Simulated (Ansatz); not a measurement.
System: H7OSi3···SiH4···H2O···F.

```xyz
20

Si   -0.6488    0.0992   -0.2492
Si    1.5842   -0.5983    0.8802
Si   -1.8651    1.5205    1.1568
Si   -1.2756   -2.1745   -0.0764
O    -0.7135    0.2926   -1.8797
H     2.1305    1.3216   -1.3372
O     2.6677    0.5244   -1.4712
H     0.8793    0.7907    0.1722
F     0.6134    1.9900   -0.4154
H     0.8350   -1.0155    2.0979
H     1.8931   -1.7817    0.0522
H     2.7752    0.1803    1.2895
H    -2.2999    2.6995    0.3669
H    -1.0075    1.9402    2.2934
H    -3.0643    0.8193    1.6931
H    -1.2171   -2.6595    1.3268
H    -0.4397   -3.0479   -0.9405
H    -2.6893   -2.2354   -0.5405
H    -0.5014    1.1985   -2.1306
H     2.3439    0.1358   -2.2882
```

A transition-state structure; geometry: PBE0-D4/def2-TZVP.

Computed with Ansatz 0.2.0, RKS PBE0-D4/def2-TZVPP.

What will maps of the electron density and electron localisation function show?

Si1···H8 (1.73 Å): the density falls to about 0.45 e/Å³ on the way; the ELF climbs to about 1 towards the hydrogen, as it does in any bond to H.
F9···H8 (1.36 Å): the density falls to about 0.76 e/Å³ on the way; the ELF climbs to about 0.95 towards the hydrogen.
Si–Si (2.36 Å): ρ at the midpoint is about 0.62 e/Å³; the ELF peaks at about 1 between the atoms; a covalent bond.
Si–H (1.48 Å): the density is about 0.82 e/Å³ at the midpoint; the ELF climbs to about 1 towards the hydrogen.

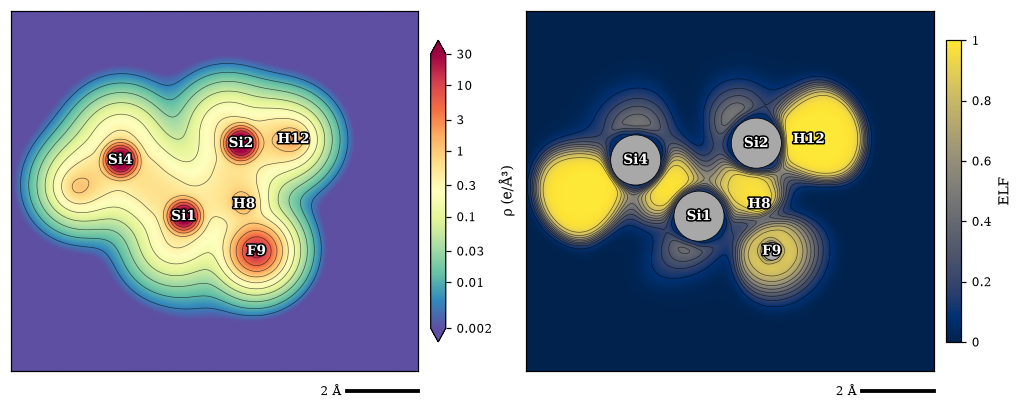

Computed electron density and electron localisation function on the plane of atoms H8, Si2 and H12, in this order. Grey discs cover the atomic cores in the ELF map. 
